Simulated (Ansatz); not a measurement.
# BF2H3Si···H2O: what the fields show

The calculation's input:

```
crystal:
  periodic: [false, false, false]
  atoms:
    - { symbol: B, position_ang: [0.157386, 0.450652, -0.389191] }
    - { symbol: O, position_ang: [-0.330883, -0.247282, 2.069642] }
    - { symbol: H, position_ang: [-1.265743, -0.047839, 2.217832] }
    - { symbol: F, position_ang: [1.283432, -0.227246, -0.570152] }
    - { symbol: F, position_ang: [-0.947695, -0.086459, -0.896816] }
    - { symbol: Si, position_ang: [0.144087, 2.231772, 0.464849] }
    - { symbol: H, position_ang: [1.107827, 2.272451, 1.612585] }
    - { symbol: H, position_ang: [0.541101, 3.337343, -0.464993] }
    - { symbol: H, position_ang: [-1.21342, 2.564497, 1.001392] }
    - { symbol: H, position_ang: [0.136207, 0.50681, 2.497553] }
basis:
  gaussian: { orbitals: def2-SVP }
hamiltonian:
  xc: r2scan
  dispersion: d4
relax:
  f_tol: 0.03
  max_steps: 50
output:
  orbitals: {}
```

Run with:

```sh
ansatz run input.yaml --threads 4 --pin off --max-ram 5120MiB --backend cpu --events-out ev --progress --plain --runs-dir out
```

The fields are those of the run's last geometry, not of the input's.

These are results of Ansatz, RKS r2SCAN-D4/def2-SVP, not measurements.

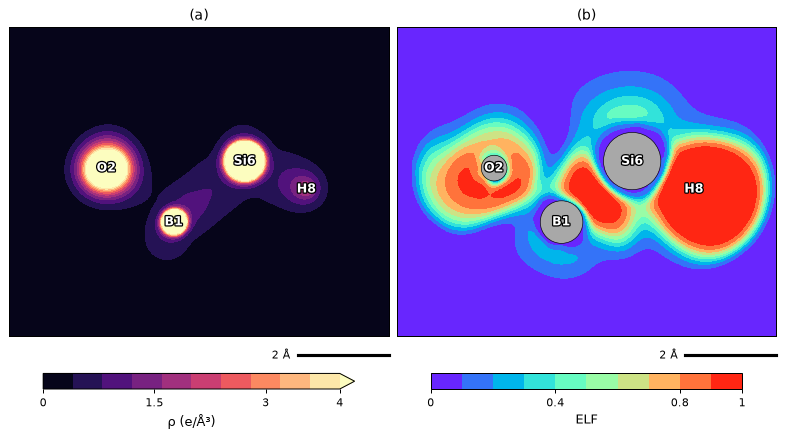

Figure 1. (a) electron density; (b) ELF on the plane of atoms B1, Si6 and H8. Grey discs cover the atomic cores in the ELF map.

What do the fields say about this system?

Answer. The section cuts through B, O, Si and H sites.
B1···O2 (1.90 Å): the density falls to about 0.38 e/Å³ on the way; the ELF peaks at about 0.90 in the valence shell of O, 0.6 Å from its nucleus, and is about 0.65 at the midpoint.
Si–B (2.05 Å): ρ is about 0.81 e/Å³ halfway; the ELF peaks at about 1 between the atoms; a shared electron pair.
Si–H (1.50 Å): the density is about 0.73 e/Å³ at the midpoint; the ELF climbs to about 1 towards the hydrogen, as it does in any bond to H.
The ELF also peaks beside O2, away from the bonds: lone-pair regions.

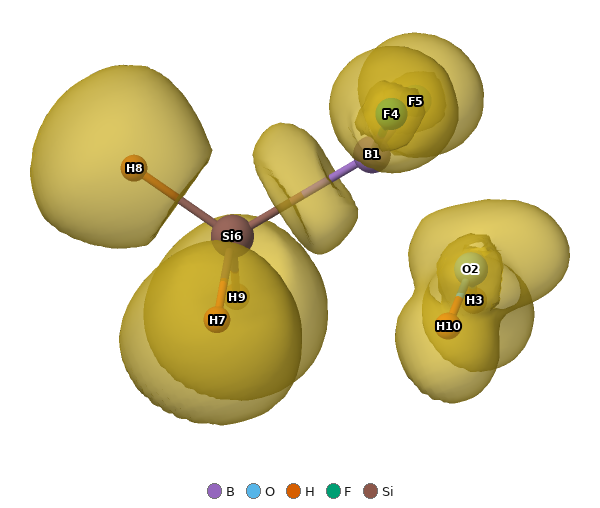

Figure 2. Isosurface of the ELF at 0.75 (yellow), seen across its widest extent. Only the valence region is drawn (cores and ρ < 0.01 e/Å³ removed).

Describe the localisation domains.

Answer. The surface consists of one region between bonded B–Si atoms (shared pairs), three regions around hydrogen nuclei, two regions on F in which the atom's valence shell and bonds are merged and one joined region spread over several atoms (H, O), in which their bonds and any lone pairs are merged.


 B–F (1.35 Å): the ELF peaks at about 0.85 between the atoms; a polar covalent bond.

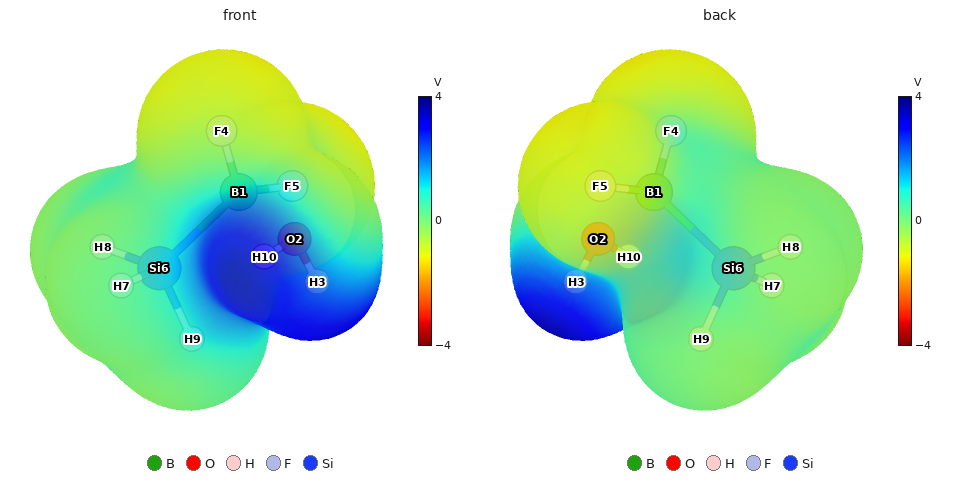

Figure 3. The molecular electrostatic potential painted on the density surface at 0.002 e/bohr³, seen from the front and from behind; red is negative and blue positive.

Where is the surface potential most negative and most positive?

Answer. The most negative region (about −1.2 V) lies over F4 and F5, the most positive (about +3.5 V) over H3 and H10.
